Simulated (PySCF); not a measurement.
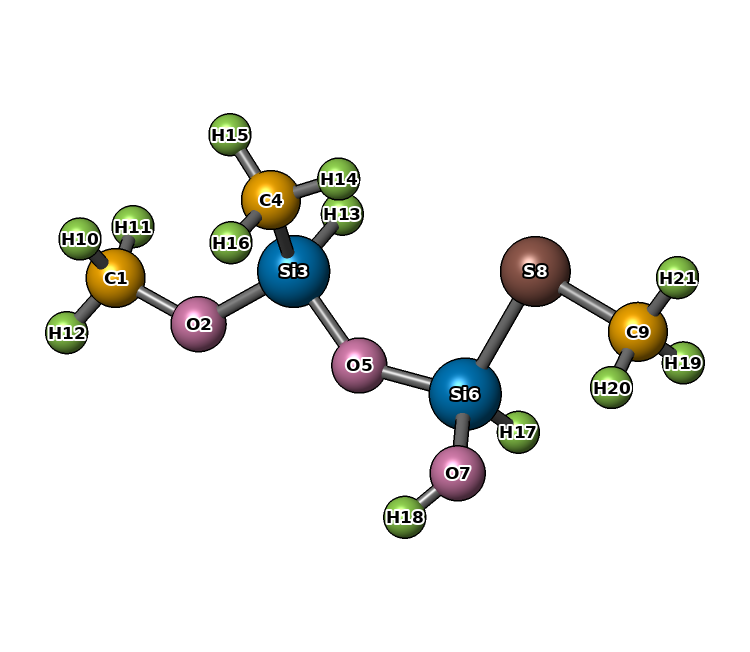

The thickness of each stick grows with its Mayer bond order. The geometry was computed by an optimisation with GFN2-xTB. No frequency run is at hand to confirm it as a minimum. Method: PBE0/pcSseg-1 (PySCF 2.14.0).

List the Mayer bond orders of C1–O2, O2–Si3, Si3–C4, Si3–O5, O5–Si6, Si6–O7, Si6–S8, S8–C9 (bonds between heavy atoms, one of each equivalent set).

```
  bond  Mayer order  length (Å)
 C1–O2         0.91       1.393
O2–Si3         1.02       1.621
Si3–C4         0.93       1.896
Si3–O5         0.91       1.622
O5–Si6         0.98       1.607
Si6–O7         1.06       1.621
Si6–S8         0.96       2.126
 S8–C9         1.00       1.824
```

The geometry is semi-empirical. Around Si such bond lengths and angles can be off by a tenth of an ångström or more and by several degrees, and values that hang on the shape move with them.
